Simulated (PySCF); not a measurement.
# C₂H₂F₃OS: EPR calculation

- system: C₂H₂F₃OS, multiplicity 2
- method: UKS B3LYP, pcH-1 on C F H O S, non-relativistic, mean-field spin-orbit, GIAO (PySCF 2.14.0)

It belongs to a series of runs on one base structure; here: X = H replaced by SCF3.

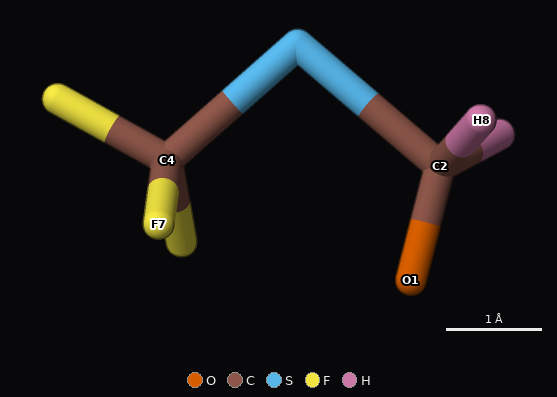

The input geometry (stick view, seen on its broad side; atoms are numbered from 1 in the order of the input). Bond lengths as drawn: C–F 1.32 to 1.33 Å, C–H 1.11 Å, C–O 1.24 Å and C–S 1.83 to 1.99 Å.

**Results in brief**

```csv
quantity,value
outcome,converged
total energy,−850.292100 hartree
⟨S²⟩,0.755
isotropic g,2.0390
hardware,"1 CPU thread, shared host"
wall time,43 s
peak memory,0.7 GiB
```

**Notes**

Checks after the run noted: orbitally degenerate or nearly so: second-order g, spin-orbit hyperfine and D do not apply.

**Input**
```
{"job": {"kind": "epr", "basis": "pcH-1"}, "charge": 0, "multiplicity": 2}
O      1.026084    -1.347693    -0.662449
C      1.475762    -0.219309    -0.420082
S      0.135988     1.219364    -0.113593
C     -1.382125     0.214076    -0.334990
F     -1.440005    -0.310424    -1.549283
F     -2.453052     0.985856    -0.173831
F     -1.448202    -0.762421     0.556609
H      2.048627    -0.073313     0.522038
H      2.050485     0.299857    -1.218469
```

The first line tells a small driver script what to run in PySCF; the rest is the geometry in Å.

Command:
```bash
OMP_NUM_THREADS=1 python <driver script> task.json out
```

**The program's output**
```
UKS, coarse grid
  cycle   1  E = -849.92222791  |g| = 9.63e-01
  cycle   2  E = -844.59213814  |g| = 2.91e+00
  cycle   3  E = -850.04387317  |g| = 6.52e-01
  cycle   4  E = -850.21150758  |g| = 4.20e-01
  cycle   5  E = -850.27108469  |g| = 2.00e-01
  cycle   6  E = -850.28279709  |g| = 1.37e-01
  cycle   7  E = -850.29140695  |g| = 3.72e-02
  cycle   8  E = -850.29211956  |g| = 1.14e-02
  cycle   9  E = -850.29217486  |g| = 4.91e-03
  cycle  10  E = -850.29218679  |g| = 3.52e-03
  cycle  11  E = -850.29219330  |g| = 1.81e-03
  cycle  12  E = -850.29219358  |g| = 5.36e-04
UKS, final grid
  cycle   1  E = -850.29209884  |g| = 1.49e-03
  cycle   2  E = -850.29208872  |g| = 4.90e-03
  cycle   3  E = -850.29209993  |g| = 2.29e-04
  cycle   4  E = -850.29209994  |g| = 9.64e-05
  cycle   5  E = -850.29209995  |g| = 3.06e-05
  cycle   6  E = -850.29209995  |g| = 1.14e-05
E = -850.29209995 Eh   <S^2> = 0.7553 (exact 0.7500)
g shifts (ppm)      1          2          3
  rmc          -264       -264       -264
  gc             -0         35         44
  oz_so        -278       5761     105210
  total        -543       5560     105018
hyperfine (MHz)  atom isotope    a_iso     a_fc   dipolar eigenvalues
    0   17O     -39.44     -39.44   -200.55     97.09    103.46
    1   13C     -66.88     -66.88     -8.64      3.75      4.90
    2   33S       2.56       2.56    -18.10    -15.17     33.27
    3   13C      -4.38      -4.38     -0.49     -0.34      0.83
    4   19F      26.54      26.54    -13.46    -10.25     23.70
    5   19F      -3.96      -3.96     -5.41     -1.13      6.53
    6   19F      26.36      26.36    -13.40    -10.17     23.57
    7    1H     327.55     327.55     -7.94     -5.04     12.97
    8    1H     328.13     328.13     -7.94     -5.05     12.99
```

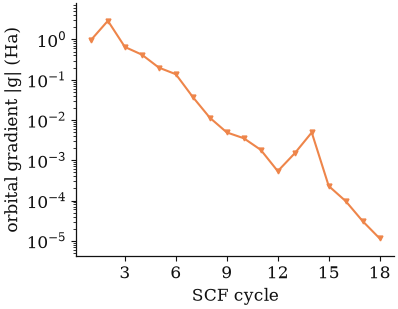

Convergence of the self-consistent field: orbital gradient |g| against the SCF cycle. All cycles printed in the log are drawn one after another.

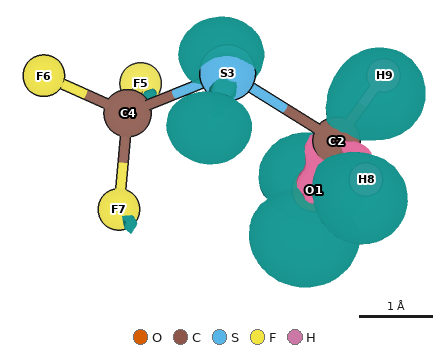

Isosurfaces of the spin density (α minus β) at +0.03 (teal) and −0.03 e/Å³ (pink), seen at an oblique angle. The unpaired spin (1 electron) lies mostly on O1 (about 0.6), S3 (about 0.1), C2 (about 0.1), H8 (about 0.1) and H9 (about 0.1), in electrons by Hirshfeld's partition.

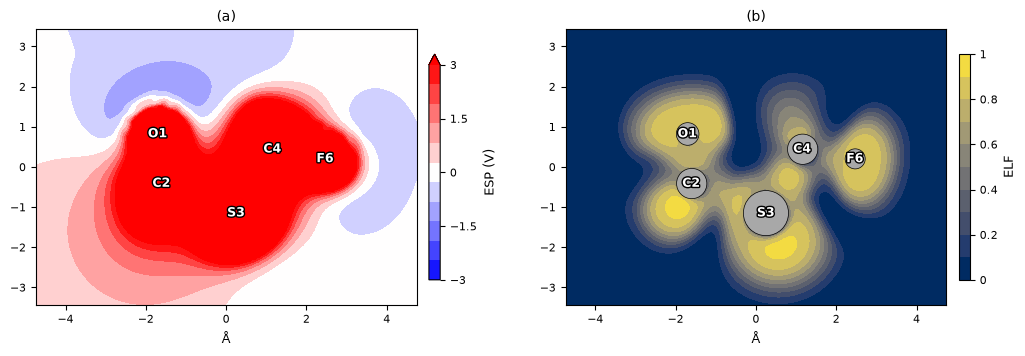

(a) electrostatic potential; (b) ELF on the plane of atoms S3, C4 and F6. Grey discs, where drawn, cover atomic cores. C–O (1.24 Å): the ELF peaks at about 0.75 between the atoms (a double or triple bond). C–F (1.33 Å): the ELF is about 0.60 at the midpoint.

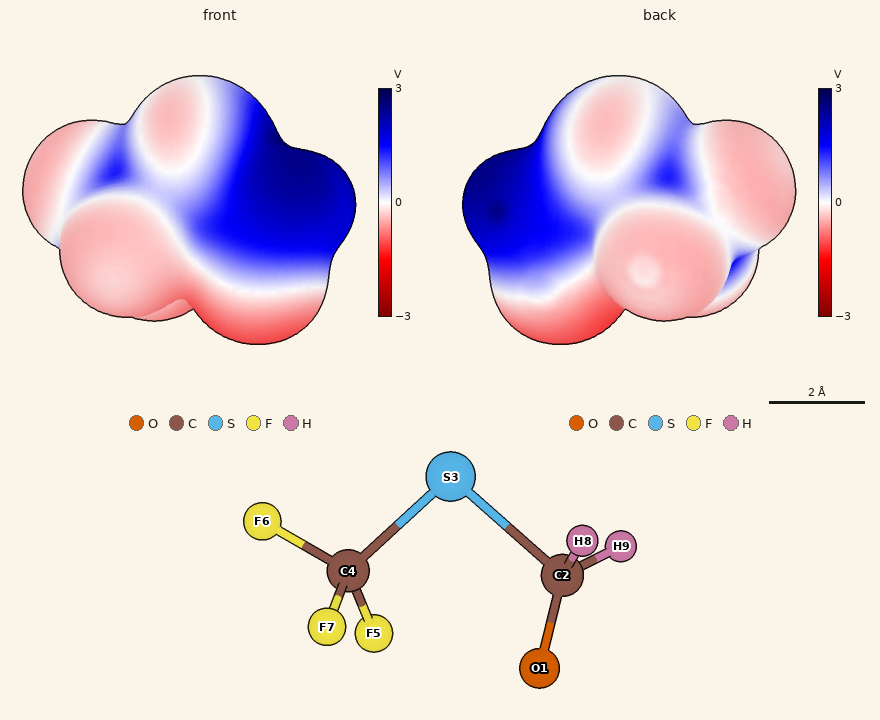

The molecular electrostatic potential painted on the density surface at 0.004 e/bohr³, seen at a tilt and from behind; the colour scale runs from red (negative) to blue (positive). The bare structure is drawn below in the same view.
